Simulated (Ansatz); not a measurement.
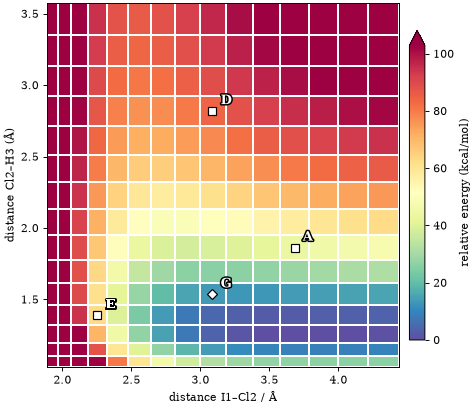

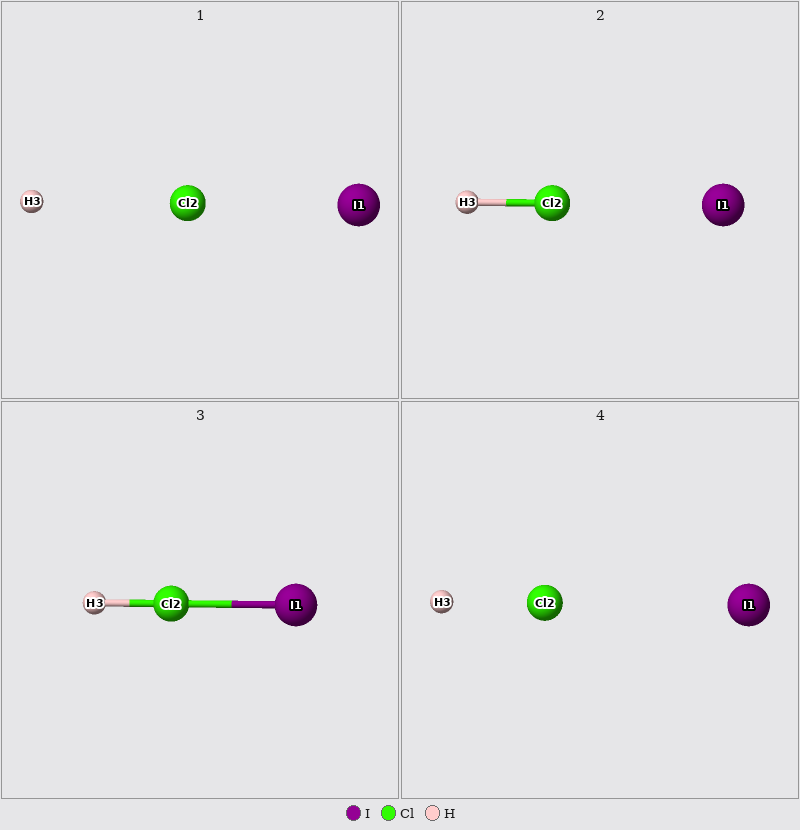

The system I⁻ + ClH. Coordinates scanned: (1) distance I1–Cl2; (2) distance Cl2–H3. Nothing is relaxed (the angle I1–Cl2–H3 is fixed at 180 degrees). The scan uses a 15 × 15 grid. Energies: kcal/mol, counted from the lowest grid point. The reference is spin-restricted, so regions where a bond is pulled apart into radicals lie too high. The calculation used RKS PBE0-D4/def2-TZVPD (Ansatz 0.2.0).

In the figure: one coloured cell a grid point, one colour for all values above the top of the scale, lettered points. The numbered pictures are the structures at these points, in random order.

Question: Which structure belongs to which point?

Answer: A is structure 4: distance I1–Cl2 = 3.682 Å, distance Cl2–H3 = 1.862 Å, 44 kcal/mol; D is structure 1: distance I1–Cl2 = 3.087 Å, distance Cl2–H3 = 2.818 Å, 84 kcal/mol; E is structure 3: distance I1–Cl2 = 2.252 Å, distance Cl2–H3 = 1.388 Å, 63 kcal/mol; G is structure 2: distance I1–Cl2 = 3.087 Å, distance Cl2–H3 = 1.535 Å, 14 kcal/mol.
